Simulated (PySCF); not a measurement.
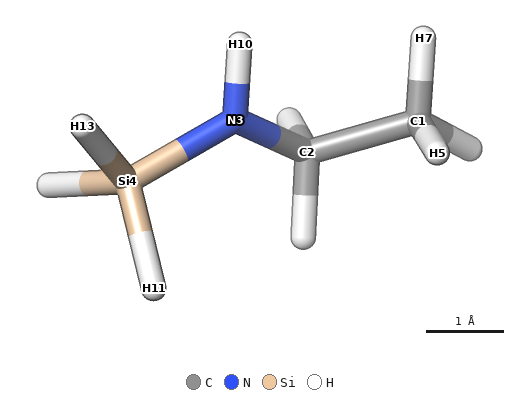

Fig. 1: The structure as given in the input (stick view, seen at a tilt; atoms are numbered from 1 in the order of the input). Bond lengths as drawn: C–C 1.54 Å, C–H 1.05 to 1.11 Å, C–N 1.46 Å, H–N 1.00 Å, H–Si 1.48 to 1.49 Å and N–Si 1.66 Å.

## C2H9NSi: geometry relaxation

- system: C2H9NSi, SMILES CCN[SiH3]
- method: PBE0-D3(BJ)/def2-SVP geometry optimisation, gas phase (PySCF 2.14.0)

**Log**
```
step   0  E = -425.40187534  max force = 0.044658
step   1  E = -425.40775724  max force = 0.007359
step   2  E = -425.40794553  max force = 0.001431
step   3  E = -425.40797229  max force = 0.001219
step   4  E = -425.40798923  max force = 0.000235
step   5  E = -425.40799598  max force = 0.000187
optimisation converged
```

**Trajectory as extended XYZ (Å, eV, eV/Å), 6 frames, from step=0 to step=5**
```
13
Properties=species:S:1:pos:R:3:forces:R:3 step=0 energy=-11575.77464
C     1.9604    0.0245    0.2166   -2.1294   1.1685  -0.5929
C     0.5373   -0.5637    0.2682    0.3788   0.7406   0.1865
N    -0.4141    0.2103   -0.5189    2.2964  -0.5937   0.4361
Si   -2.0337    0.3485   -0.1616   -1.6612   0.2827   0.0665
H     1.9104    1.0701    0.5580    0.1409  -0.0044   0.0549
H     2.6243   -0.5156    0.8287    1.1968  -0.9664   0.9734
H     2.3197    0.0471   -0.8108    0.2577  -0.1166  -0.3886
H     0.6027   -1.5985   -0.0798   -0.1818  -0.5291   0.0429
H     0.1840   -0.5627    1.3216    0.1029  -0.1768  -0.2470
H    -0.0999    0.2876   -1.4615    0.0754   0.2188  -0.8870
H    -2.1634    0.8239    1.2306   -0.1241   0.1638   0.3433
H    -2.8289   -0.9063   -0.2534   -0.2210  -0.2487  -0.0189
H    -2.5930    1.3179   -1.1480   -0.1314   0.0614   0.0308
13
Properties=species:S:1:pos:R:3:forces:R:3 step=1 energy=-11575.93470
C     1.8940    0.1784    0.3576    0.3784  -0.3404   0.1544
C     0.5839   -0.5763    0.2445   -0.0606  -0.1568  -0.1382
N    -0.3621    0.1017   -0.6150   -0.1186   0.0313  -0.0223
Si   -2.0513    0.2565   -0.2723   -0.0292  -0.0135   0.0022
H     1.7344    1.1861    0.7626   -0.0213   0.0725   0.0183
H     2.6132   -0.3625    1.0133   -0.2443   0.2115  -0.2199
H     2.3657    0.2782   -0.6353    0.0028   0.0339   0.0552
H     0.7798   -1.6201   -0.0958   -0.0124   0.1827   0.0673
H     0.1244   -0.6760    1.2425    0.0188   0.0062   0.0352
H    -0.0515    0.2090   -1.5765   -0.0110  -0.0039   0.0971
H    -2.2320    0.7639    1.1256    0.0465  -0.0175  -0.0183
H    -2.8503   -1.0151   -0.3667    0.0047   0.0124  -0.0057
H    -2.6401    1.2304   -1.2416    0.0460  -0.0184  -0.0252
13
Properties=species:S:1:pos:R:3:forces:R:3 step=2 energy=-11575.93982
C     1.9021    0.1762    0.3526    0.0546  -0.0553   0.0319
C     0.5891   -0.5814    0.2515   -0.0736  -0.0157   0.0076
N    -0.3746    0.0917   -0.5930    0.0452   0.0041  -0.0288
Si   -2.0657    0.2568   -0.2758    0.0172  -0.0309   0.0519
H     1.7393    1.1834    0.7638   -0.0002   0.0107  -0.0065
H     2.6243   -0.3556    0.9952   -0.0591   0.0323  -0.0296
H     2.3669    0.2879   -0.6408   -0.0051   0.0134  -0.0017
H     0.7882   -1.6175   -0.0917   -0.0101   0.0136   0.0022
H     0.1469   -0.6864    1.2576    0.0189   0.0102   0.0066
H    -0.0614    0.2041   -1.5510   -0.0032   0.0261  -0.0165
H    -2.2522    0.7657    1.1189    0.0016  -0.0071   0.0051
H    -2.8760   -1.0057   -0.3838   -0.0065   0.0077  -0.0046
H    -2.6187    1.2348   -1.2607    0.0202  -0.0091  -0.0177
13
Properties=species:S:1:pos:R:3:forces:R:3 step=3 energy=-11575.94055
C     1.9003    0.1713    0.3544   -0.0518   0.0487  -0.0196
C     0.5804   -0.5746    0.2468    0.0375   0.0300  -0.0247
N    -0.3705    0.1034   -0.6061   -0.0065  -0.0090   0.0627
Si   -2.0587    0.2515   -0.2716   -0.0156   0.0213  -0.0323
H     1.7419    1.1827    0.7594    0.0017  -0.0127  -0.0104
H     2.6085   -0.3611    1.0045    0.0402  -0.0369   0.0492
H     2.3749    0.2774   -0.6346   -0.0061  -0.0022  -0.0139
H     0.7727   -1.6118   -0.0906    0.0035  -0.0500  -0.0087
H     0.1336   -0.6709    1.2518    0.0021   0.0109  -0.0037
H    -0.0589    0.2192   -1.5640    0.0152   0.0063  -0.0026
H    -2.2348    0.7541    1.1265   -0.0009  -0.0050   0.0052
H    -2.8632   -1.0144   -0.3794   -0.0024  -0.0026   0.0043
H    -2.6181    1.2272   -1.2546   -0.0167   0.0013  -0.0053
13
Properties=species:S:1:pos:R:3:forces:R:3 step=4 energy=-11575.94101
C     1.9015    0.1716    0.3531   -0.0034   0.0060  -0.0087
C     0.5831   -0.5763    0.2497    0.0005   0.0020  -0.0056
N    -0.3712    0.1016   -0.5993   -0.0001  -0.0004   0.0121
Si   -2.0614    0.2532   -0.2738   -0.0050   0.0005  -0.0075
H     1.7430    1.1830    0.7569   -0.0014  -0.0015  -0.0034
H     2.6130   -0.3604    1.0028    0.0085  -0.0063   0.0113
H     2.3719    0.2767   -0.6383    0.0008  -0.0011  -0.0014
H     0.7753   -1.6147   -0.0883   -0.0031  -0.0095   0.0002
H     0.1395   -0.6724    1.2560    0.0014   0.0039   0.0024
H    -0.0574    0.2198   -1.5565    0.0048   0.0111   0.0005
H    -2.2443    0.7532    1.1246    0.0000  -0.0022   0.0009
H    -2.8673   -1.0116   -0.3863   -0.0014  -0.0002   0.0009
H    -2.6173    1.2304   -1.2580   -0.0014  -0.0024  -0.0016
13
Properties=species:S:1:pos:R:3:forces:R:3 step=5 energy=-11575.94119
C     1.9034    0.1697    0.3521    0.0023  -0.0043  -0.0060
C     0.5828   -0.5750    0.2523   -0.0037  -0.0082   0.0004
N    -0.3712    0.1046   -0.5955    0.0010   0.0045  -0.0015
Si   -2.0630    0.2529   -0.2756   -0.0009  -0.0084  -0.0018
H     1.7476    1.1827    0.7524   -0.0012   0.0018   0.0004
H     2.6142   -0.3622    1.0035   -0.0018   0.0026  -0.0019
H     2.3728    0.2706   -0.6404    0.0030  -0.0030   0.0028
H     0.7717   -1.6149   -0.0844   -0.0049   0.0033   0.0030
H     0.1408   -0.6680    1.2596    0.0020   0.0021   0.0024
H    -0.0551    0.2273   -1.5514    0.0020   0.0096   0.0027
H    -2.2515    0.7475    1.1240   -0.0005   0.0008  -0.0010
H    -2.8670   -1.0126   -0.3943    0.0004   0.0001  -0.0002
H    -2.6174    1.2314   -1.2595    0.0022  -0.0009   0.0008
```

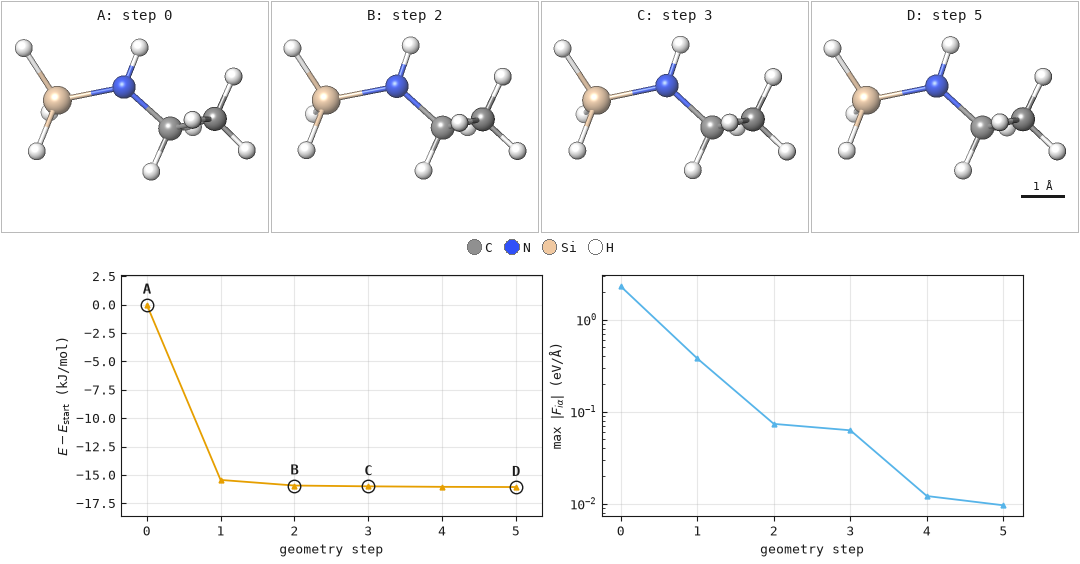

Fig. 2: Frames of the relaxation (ball-and-stick view, seen at a tilt) above the curves, on which the letters mark them (steps are counted from 0).

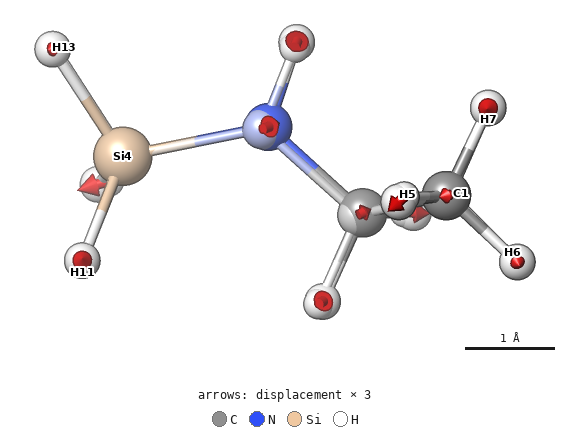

Fig. 3: Start (faint) and end (solid) with the displacements as red arrows, magnified 3 times (ball-and-stick view, seen at a tilt). The two geometries are laid on each other by the best rigid fit. Over 5 geometry steps the energy falls by 16.1 kJ/mol. Largest force component: 2.3 eV/Å at the start, 0.0096 eV/Å at the end. The largest moves after the best rigid fit, 0.13 Å, are those of H10 and H12. Largest moves by element: H 0.13 Å, N 0.11 Å, C 0.06 Å, Si 0.03 Å. Among the contacts that change: N3–Si4 1.664 → 1.728 Å, C1–H6 1.052 → 1.101 Å, C1–C2 1.541 → 1.519 Å, Si4–H11 1.477 → 1.496 Å. Among the angles that change: C2–N3–H10 110.3° → 113.8°, H8–C2–H9 108.8° → 105.4°, H6–C1–H7 110.6° → 107.6°. (Atoms are counted from 1 in the order of the input.)

This output came from the following input.

**The input**
```
{"job": {"xc": "PBE0", "basis": "def2-SVP", "d3": "d3bj", "grid": 1, "shake": 0.01, "kind": "geom"}, "charge": 0, "multiplicity": 1}
C      1.960430     0.024470     0.216620
C      0.537300    -0.563730     0.268190
N     -0.414070     0.210310    -0.518860
Si    -2.033670     0.348490    -0.161610
H      1.910400     1.070130     0.557990
H      2.624280    -0.515590     0.828740
H      2.319690     0.047080    -0.810850
H      0.602680    -1.598470    -0.079780
H      0.183950    -0.562720     1.321640
H     -0.099880     0.287640    -1.461520
H     -2.163390     0.823860     1.230580
H     -2.828880    -0.906260    -0.253430
H     -2.593010     1.317900    -1.148030
```

The first line tells a small driver script what to run in PySCF; the rest is the geometry in Å.

Launched with:
```bash
OMP_NUM_THREADS=1 python <driver script> task.json out
```

**Results in brief**

```tsv
quantity	value
outcome	converged
total energy	−425.407996 hartree
dipole moment	1.24 D
point group	C1
hardware	1 CPU thread, shared host
wall time	20 s
peak memory	0.43 GiB
```
